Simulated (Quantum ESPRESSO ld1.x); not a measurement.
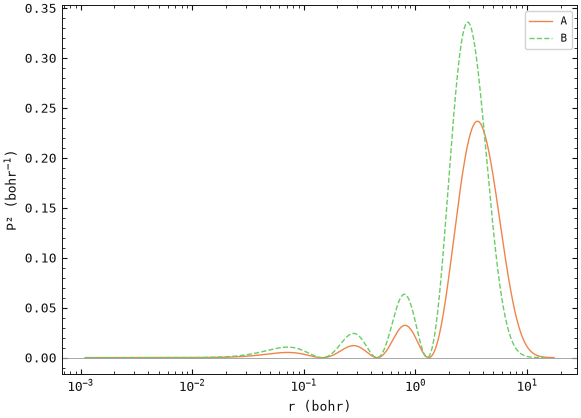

The neutral palladium atom was computed in two configurations: [Kr] 4d7 5s1 5p2 (high spin); [Kr] 4d9 5p1 (high spin). Computed with Quantum ESPRESSO ld1.x 7.5: non-relativistic Kohn-Sham, LDA (Slater exchange, Perdew-Zunger correlation), spin-polarised, spherical densities, point nucleus.

The plot shows P² of the 5p up orbital in both runs.

Which curve belongs to which run?

A is [Kr] 4d9 5p1 (high spin) (⟨r⟩ = 4.64 bohr, eigenvalue −2.00 eV); B is [Kr] 4d7 5s1 5p2 (high spin) (⟨r⟩ = 3.60 bohr, eigenvalue −3.78 eV). The orbital is smaller where the other electrons screen the nucleus less.
